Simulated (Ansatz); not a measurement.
We consider cubic perovskite CsSrF₃, described by BLYP (Ansatz, an electronic-structure program, PAW).

Numerical settings: plane-wave cutoff 520 eV, 8×8×8 k mesh, Fermi–Dirac smearing 0.01 eV, scalar-relativistic PAW data made under PBE.

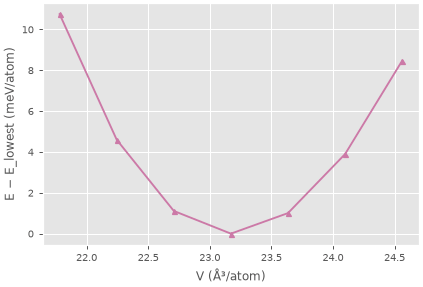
*Total energy against volume*

Problem. From the curve, estimate the equilibrium volume and the bulk modulus.

Solution. V0 ≈ 23.2 Å³/atom and B0 ≈ 37 GPa; the fit gives V0 = 23.174 Å³/atom, B0 = 36.5 GPa, B′ = 4.8.

Note: the relaxation could not lower the start's symmetry, so the cell can be a saddle point above a distorted one.

Spin–orbit coupling is not included.

The computed numbers hold no vibrational or temperature effects.

Cost on a shared machine: around 100 core-seconds (rough).
